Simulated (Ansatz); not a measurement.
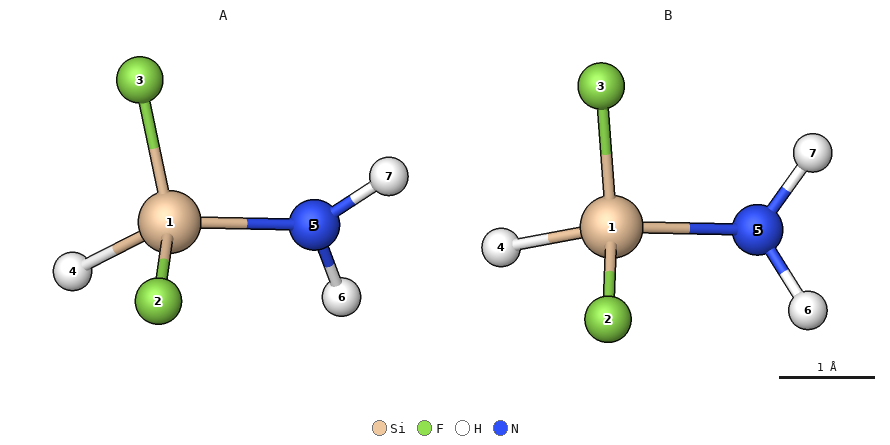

Two geometries of SiNH3F2, drawn at one scale. One is the start of a relaxation, the other its converged end. A ball-and-stick model, seen at a tilt.

Level of theory: RKS PBE0-D4/def2-TZVP (Ansatz 0.2.0). Settings: force threshold 0.005 eV/Å; at most 200 steps.

Q: Which of the two is the end point?

A: Structure A is the relaxed one. It is one of the separated products of a reaction. After 13 accepted moves (15 points after the start) the energy has fallen by 10.6 kJ/mol. The largest force component goes from 1.4 to 0.00079 eV/Å. The line search rejected the trial steps at points 4, 7 of the run. H6 moves most after the best rigid fit: 0.67 Å. By element the largest moves are H 0.67 Å, F 0.25 Å, N 0.15 Å, Si 0.08 Å. Some distances before and after: Si1–N5 1.733 → 1.684 Å, Si1–F2 1.583 → 1.591 Å, Si1–H4 1.462 → 1.470 Å, N5–H6 1.013 → 1.006 Å. Bond angles that change, for instance: Si1–N5–H7 114.4° → 122.6°, Si1–N5–H6 113.9° → 121.4°, H4–Si1–N5 115.5° → 110.9°.
